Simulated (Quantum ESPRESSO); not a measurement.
# Ta (P6_3/mmc): from the cell to the phonon bands, part 3 of 3

How does Ta (P6_3/mmc) vibrate, and is this structure a minimum?

Quantum ESPRESSO 7.5; DFT LDA, scalar-relativistic, plane waves, PseudoDojo norm-conserving pseudopotentials.

So far, lowest frequency on the path (cm⁻¹): step 7 (dispersion) -55.0. Also highest frequency (cm⁻¹): step 7 194. The relaxed cell has a = 2.830, c = 5.059 Å (conventional setting).

This is not the structure that Ta takes at ambient pressure and room temperature (bcc); it is a model or a phase of other conditions.

### 8. Sums over the zone

Sums over the zone need many more wavevectors than were solved, so the interpolation is sampled on a dense mesh.

matdyn.in

```
&input
   asr = 'crystal'
   flfrc = 'x.fc'
   dos = .true.
   fldos = 'x.dos'
   nk1 = 18
   nk2 = 18
   nk3 = 9
   deltaE = 0.3
/
```

Started as:

```
> matdyn.x -in matdyn.in > matdyn.out
```

Numbers of over 12 decimals in the logs are rounded to 6 here.

Log:

```text
[banner, memory and clock lines left out]
Program MATDYN v.7.5

 mass for atomic type   1 not given; uses mass from file x.fc
 Norm of the difference between old and new effective charges:    0.000000

 Norm of the difference between old and new force-constants:   3.5243e-06

     Message from routine matdyn:
     Z* not found in file x.fc, TO-LO splitting at q=0 will be absent!

Note: The following floating-point exceptions are signalling: IEEE_UNDERFLOW_FLAG
```

Wall time 5.1 s (1 thread of Arm Neoverse V2, shared host).

Read from the output:

| Item | Value |
| --- | --- |
| share of modes beyond 3i cm⁻¹ on the dense interpolated mesh | 0.0511 |

The phonon density of states has structure finer than the step of the table below, so its rows give means over 10 cm⁻¹, whole bins alone (the curve runs from -55.0 to 194 cm⁻¹). Peaks (cm⁻¹: height): 81.5: 0.0499, 108.5: 0.0531, 122.0: 0.0535, 140.0: 0.0534, 150.5: 0.0640.

Tetrahedra. Table of phonon density of states by wavenumber; means over each step:

```
wavenumber (cm⁻¹)  phonon density of states (1/cm⁻¹/cell)
              -40                                 0.00775
              -30                                 0.00710
              -20                                 0.00538
              -10                                 0.00452
                0                                 0.00505
               10                                 0.00659
               20                                 0.00985
               30                                  0.0177
               40                                  0.0256
               50                                  0.0318
               60                                  0.0385
               70                                  0.0460
               80                                  0.0471
               90                                  0.0442
              100                                  0.0295
              110                                  0.0396
              120                                  0.0414
              130                                  0.0312
              140                                  0.0427
              150                                  0.0598
              160                                  0.0369
              170                                 0.00969
              180                                 0.00501
```

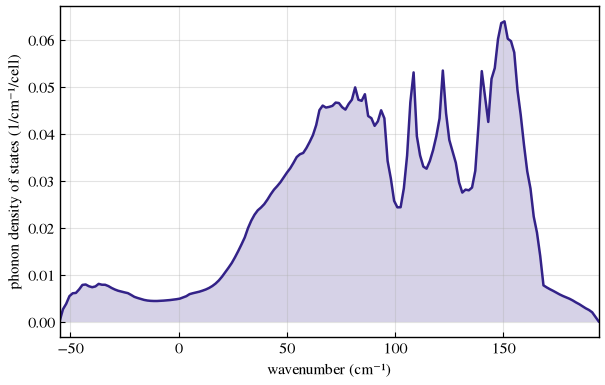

Phonon density of states, plotted against wavenumber.

### 9. Zone-centre analysis

A rigid shift of the crystal must cost nothing, but grids and finite bases break this; the acoustic sum rule is imposed before the matrix is diagonalised again.

dynmat.in

```
&input
   fildyn = 'x.dyn1'
   asr = 'crystal'
   fileig = 'dynmat.eig'
/
```

Started as:

```
> dynmat.x -in dynmat.in > dynmat.out
```

Log:

```text
[banner, memory and clock lines left out]
Program DYNMAT v.7.5

     Reading Dynamical Matrix from file x.dyn1
     ...Force constants read
     ...epsilon and Z* not read (not found on file)
     Acoustic Sum Rule: || Z*(ASR) - Z*(orig)|| =    0.000000E+00
     Acoustic Sum Rule: ||dyn(ASR) - dyn(orig)||=    9.968219E-06
     A direction for q was not specified:TO-LO splitting will be absent

     Polarizability (A^3 units)
     multiply by 1.000000 for Clausius-Mossotti correction
         0.000000    0.000000    0.000000
         0.000000    0.000000    0.000000
         0.000000    0.000000    0.000000

     IR activities are in (D/A)^2/amu units

# mode   [cm-1]    [THz]      IR
    1    -54.97   -1.6480    0.0000
    2    -54.97   -1.6480    0.0000
    3     -0.00   -0.0000    0.0000
    4     -0.00   -0.0000    0.0000
    5     -0.00   -0.0000    0.0000
    6    194.34    5.8262    0.0000
```

Run time: 0.45 s. Hardware: 1 thread.

Unit eigenvectors of the mass-weighted matrix after the sum rule; no LO-TO term. Modes at Γ (negative means imaginary):

```
mode  frequency (cm⁻¹)
   1             -55.0
   2             -55.0
   3               0.0
   4               0.0
   5               0.0
   6             194.3
```

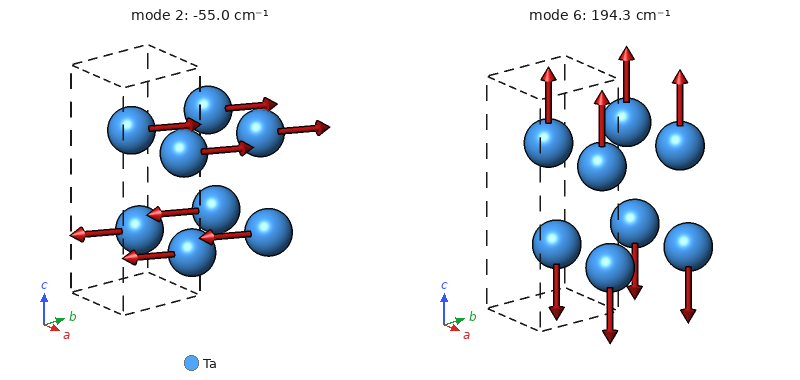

Displacement patterns of modes 2 and 6 at Γ; arrows are exaggerated. 2×2×1 cells are drawn.

The rule moves no optical mode by more than 0.1 cm⁻¹.

### 10. Sum rules set otherwise (asr no)

Without the rule the raw error of the acoustic modes shows.

dynmat.in

```
&input
   fildyn = 'x.dyn1'
   asr = 'no'
   fileig = 'dynmat.eig'
/
```

Started as:

```
> dynmat.x -in dynmat.in > dynmat.out
```

Log:

```text
[banner, memory and clock lines left out]
Program DYNMAT v.7.5

     Reading Dynamical Matrix from file x.dyn1
     ...Force constants read
     ...epsilon and Z* not read (not found on file)
     A direction for q was not specified:TO-LO splitting will be absent

     Polarizability (A^3 units)
     multiply by 1.000000 for Clausius-Mossotti correction
         0.000000    0.000000    0.000000
         0.000000    0.000000    0.000000
         0.000000    0.000000    0.000000

     IR activities are in (D/A)^2/amu units

# mode   [cm-1]    [THz]      IR
    1    -54.97   -1.6480    0.0000
    2    -54.97   -1.6480    0.0000
    3      0.54    0.0162    0.0000
    4      0.69    0.0206    0.0000
    5      0.69    0.0206    0.0000
    6    194.34    5.8262    0.0000
```

The job ended after 0.45 s (1 thread).

Zone-centre frequencies as printed; negative means imaginary. Modes:

```
mode  frequency (cm⁻¹)
   1            -54.97
   2            -54.97
   3              0.54
   4              0.69
   5              0.69
   6             194.3
```

Against the first rule no mode moves by more than 0.7 cm⁻¹.

### 11. Sum rules set otherwise (asr simple)

The rule can be imposed in more than one way; the choices should agree where the raw error is small.

dynmat.in

```
&input
   fildyn = 'x.dyn1'
   asr = 'simple'
   fileig = 'dynmat.eig'
/
```

Started as:

```
> dynmat.x -in dynmat.in > dynmat.out
```

Log:

```text
[banner, memory and clock lines left out]
Program DYNMAT v.7.5

     Reading Dynamical Matrix from file x.dyn1
     ...Force constants read
     ...epsilon and Z* not read (not found on file)
     A direction for q was not specified:TO-LO splitting will be absent

     Polarizability (A^3 units)
     multiply by 1.000000 for Clausius-Mossotti correction
         0.000000    0.000000    0.000000
         0.000000    0.000000    0.000000
         0.000000    0.000000    0.000000

     IR activities are in (D/A)^2/amu units

# mode   [cm-1]    [THz]      IR
    1    -54.98   -1.6481    0.0000
    2    -54.98   -1.6481    0.0000
    3     -0.00   -0.0000    0.0000
    4      0.00    0.0000    0.0000
    5      0.00    0.0000    0.0000
    6    194.34    5.8262    0.0000
```

Wall time 0.44 s (1 thread).

Numbers from this step:

```yaml
lowest_optical_zone_centre_mode: -54.98 cm⁻¹
```

Zone-centre frequencies as printed; negative means imaginary. Modes:

```
mode  frequency (cm⁻¹)
   1            -54.98
   2            -54.98
   3                 0
   4                 0
   5                 0
   6             194.3
```

Against the first rule no mode moves by more than 0.1 cm⁻¹.

### 12. The dispersion under another sum rule (asr all)

The sum rule corrects the force constants themselves, so it can shift branches at any wavevector, low ones most.

matdyn.in

```
&input
   asr = 'all'
   flfrc = 'x.fc'
   flfrq = 'x.freq'
   flvec = 'x.modes'
   q_in_band_form = .true.
   q_in_cryst_coord = .true.
/
12
  0.0000000   0.0000000   0.0000000   8  ! GAMMA
  0.5000000  -0.0000000   0.0000000   8  ! M
  0.3333333   0.3333333   0.0000000   8  ! K
  0.0000000   0.0000000   0.0000000   8  ! GAMMA
  0.0000000   0.0000000   0.5000000   8  ! A
  0.5000000  -0.0000000   0.5000000   8  ! L
  0.3333333   0.3333333   0.5000000   8  ! H
  0.0000000   0.0000000   0.5000000   1  ! A
  0.5000000  -0.0000000   0.5000000   8  ! L
  0.5000000  -0.0000000   0.0000000   1  ! M
  0.3333333   0.3333333   0.5000000   8  ! H
  0.3333333   0.3333333   0.0000000   1  ! K
```

Started as:

```
> matdyn.x -in matdyn.in > matdyn.out
```

Log:

```text
[banner, memory and clock lines left out]
Program MATDYN v.7.5

 mass for atomic type   1 not given; uses mass from file x.fc
 Norm of the difference between old and new effective charges:    0.000000

 Huang before:    1   1   1   2,   residual stress:   7.10001e-11
 Huang before:    1   1   1   3,   residual stress:   0.000000
 Huang before:    1   1   2   2,   residual stress:   5.04795e-09
 Huang before:    1   1   2   3,   residual stress:  -3.96111e-10
 Huang before:    1   1   3   3,   residual stress:  -0.048846
 Huang before:    1   2   1   3,   residual stress:  -3.96111e-10
 Huang before:    1   2   2   2,   residual stress:  -1.81853e-11
 Huang before:    1   2   2   3,   residual stress:   0.000000
 Huang before:    1   2   3   3,   residual stress:   1.02852e-10
 Huang before:    1   3   2   2,   residual stress:   0.000000
 Huang before:    1   3   2   3,   residual stress:   6.99328e-11
 Huang before:    1   3   3   3,   residual stress:  -0.000000
 Huang before:    2   2   2   3,   residual stress:   3.96111e-10
 Huang before:    2   2   3   3,   residual stress:  -0.048846
 Huang before:    2   3   3   3,   residual stress:   0.000000

 Norm of the difference between old and new force-constants:   0.00986158

     Message from routine matdyn:
     Z* not found in file x.fc, TO-LO splitting at q=0 will be absent!
     Message from routine matdyn:
     Z* not found in file x.fc, TO-LO splitting at q=0 will be absent!

Note: The following floating-point exceptions are signalling: IEEE_UNDERFLOW_FLAG

   You are using asr="all", please consider citing C. Lin, S. Ponc\'e and N. Marzari, npj Comput Mater 8, 236 (2022).
```

Run time: 0.45 s. Hardware: 1 thread.

This step gave:

```yaml
lowest_frequency_on_the_path: -59.05 cm⁻¹
```

Matdyn.x, sum rule all. Phonon branches along the path, in cm⁻¹:

```
    point  branch 1  branch 2  branch 3  branch 4  branch 5  branch 6
        Γ       -59       -59         0         0         0       195
        M        31        62        90       136       138       159
        K       101       101       101       123       123       142
        Γ       -59       -59         0         0         0       195
        A       -31       -31       -31       -31       137       137
        L        59        59        98        98       166       166
        H        83        83       128       128       143       143
        A       -31       -31       -31       -31       137       137
jump to L        59        59        98        98       166       166
        M        31        62        90       136       138       159
jump to H        83        83       128       128       143       143
        K       101       101       101       123       123       142
```

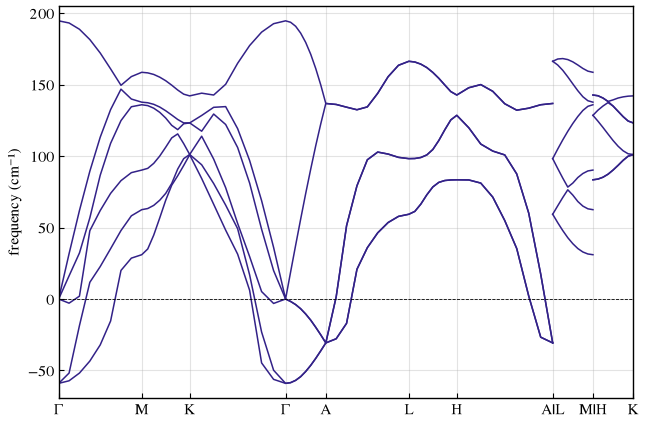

Phonon branches along the path.

At the labelled points the branches move by no more than 12.6 cm⁻¹.

### 13. Outcome

```
space group after relaxation                                       : P6_3/mmc
volume per atom                                                    : 17.5 Å³
highest optical zone-centre mode (no LO-TO term)                   : 194.3 cm⁻¹
lowest optical zone-centre mode                                    : -55.0 cm⁻¹
q mesh                                                             : 2×2×2
lowest mode on the q mesh (acoustic ones at the zone centre apart) : -55.0 cm⁻¹
imaginary modes on the q mesh                                      : yes
```

In words: Ta (P6_3/mmc) is unstable: a mode solved on the 2×2×2 mesh is imaginary, 55i cm⁻¹; its spectrum reaches 194 cm⁻¹. At the LDA level the optical modes of Ta (P6_3/mmc) at the zone centre run from 55i to 194 cm⁻¹, so the structure is a saddle point, with 2 modes beyond 10i cm⁻¹ there. The most unstable solved mode lies at the zone centre, but modes at other wavevectors are imaginary too, so the distortion may enlarge the cell. These are harmonic frequencies at zero temperature: anharmonic shifts and linewidths and thermal expansion are left out. Spin-orbit coupling is left out, which can matter for the heavy elements here. In a metal the frequencies hang on the k mesh and the smearing, most of all near Kohn anomalies. The q mesh stands for a supercell only 5.7 Å across, so branches between the solved wavevectors are rough. The structure comes from a database and need not be the phase that is stable at ambient conditions.

[Host names and launcher messages were left out of these logs when they were recorded.]

[Logs are printed without paths, hosts, clocks, repeated set-up lines and the standing remarks that a program may print on its own settings, such as how far it seeks lower states.]

[Hosts, paths, dates, database ids (printed as entryN), source tags and the programs' standing remarks are cut or masked in the printed files.]
